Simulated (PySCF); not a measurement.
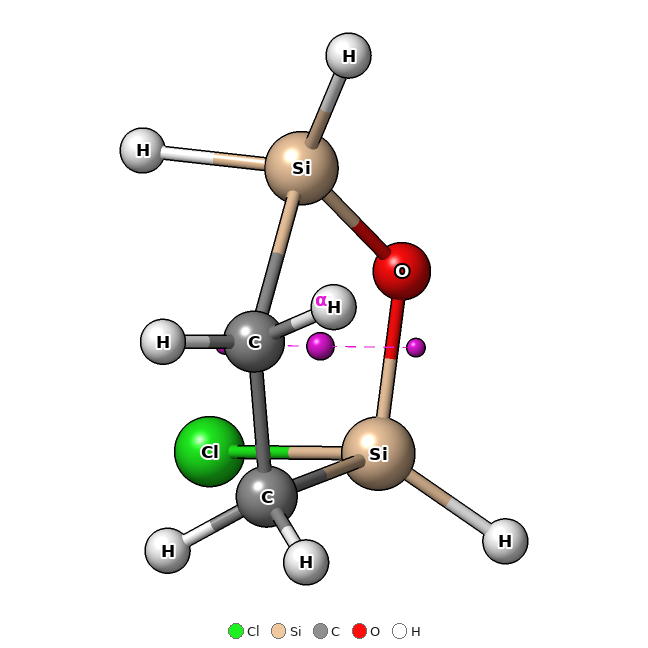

The small points mark where nucleus-independent chemical shifts (NICS) were computed: at the centre of each lettered ring and 1 Å above and below it. Geometry: a frame of a GFN2-xTB molecular-dynamics simulation, not a minimum. Properties computed with GIAO PBE0/pcSseg-1 NMR shielding, non-relativistic, gas phase (PySCF 2.14.0).

Give NICS(0), NICS(1) and the out-of-plane component NICS(1)zz for each ring (means of the two sides).

```csv
ring,members,NICS(0),NICS(1),NICS(1)zz
α,C2OSi2,−5.4,−3.0,−2.9
```

Values in ppm.

> What do the values say about the ring currents?

Ring α: weak, as in a non-aromatic ring. NICS is one index among several.
